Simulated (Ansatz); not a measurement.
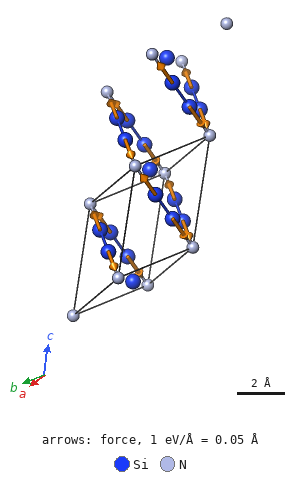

Starting geometry of crystalline Si5N (a generated structure, set up in I4/mmm) (coarse preliminary run) with the computed forces as orange arrows. Style: ball-and-stick. Shown: the cell of the calculation, repeated 1 × 1 × 2 with one cell outlined, from a free direction.

These are results of DFT PBE, scalar-relativistic, plane waves, PAW (Ansatz), not measurements.

Input
```yaml
crystal:
  lattice:
    - [-2.70515083, 2.70515083, 2.97200612]
    - [2.70515083, -2.70515083, 2.97200612]
    - [2.70515083, 2.70515083, -2.97200612]
  atoms:
    - { symbol: Si, position: [0.0, 0.35167558, 0.35167558] }
    - { symbol: Si, position: [0.0, 0.64832442, 0.64832442] }
    - { symbol: Si, position: [0.64832442, 0.0, 0.64832442] }
    - { symbol: Si, position: [0.35167558, 0.0, 0.35167558] }
    - { symbol: Si, position: [0.5, 0.5, 0.0] }
    - { symbol: "N", position: [0.0, 0.0, 0.0] }
basis:
  ecutwfc: 420
kpoints:
  mp_grid: { grid: [4, 4, 4] }
hamiltonian:
  xc: pbe
scf:
  occupations: { method: gaussian, width: 0.1 }
  lower_state_search: "off"
output:
  forces: true
  stress: true
  eigenvalues: true
relax:
  adjacent_minimum: "off"
  f_tol: 0.04
  max_steps: 70
  cell: { stress_tol: 0.4 }
```

Command:
```bash
ansatz run input.yaml --threads 1 --pin off --max-ram 2048MiB --backend cpu --events-out ev --progress --plain --runs-dir out
```

### What follows when this structure is relaxed?

It isn't relaxed: the largest force vector, on Si atoms, is 28.53 eV/Å. The atoms end up moving mostly along the starting forces (cosine between the two patterns 1.00). The energy falls by 13.778 eV per cell of the calculation in 9 accepted moves (11 points after the start). Largest force component: 29 eV/Å at the start, 0.0029 eV/Å at the end. The pressure goes from 55.85 to −0.02 GPa. The SCF was repeated twice at an unchanged geometry on a basis and grid sized afresh for the cell, which shifted the energy by 65.3 meV per cell of the calculation at most. The largest moves relative to the cell, 0.25 Å, are those of Si1, Si2, Si3 and Si4. Si4 goes along [−1 0 −1]. N stays in place. The volume changes by +5.5 %, with a = b = c 4.844 → 5.002 Å (+3.2 %), α 112.1° → 102.9°, β 112.1° → 102.9°, γ 104.3° → 123.7°. Some distances before and after: Si1–Si2 1.605 → 2.345 Å, Si5–N6 2.972 → 2.361 Å, Si1–Si5 2.822 → 3.331 Å, Si1–Si5 (another image) 3.529 → 3.059 Å. The space group stays I4/mmm (No. 139).
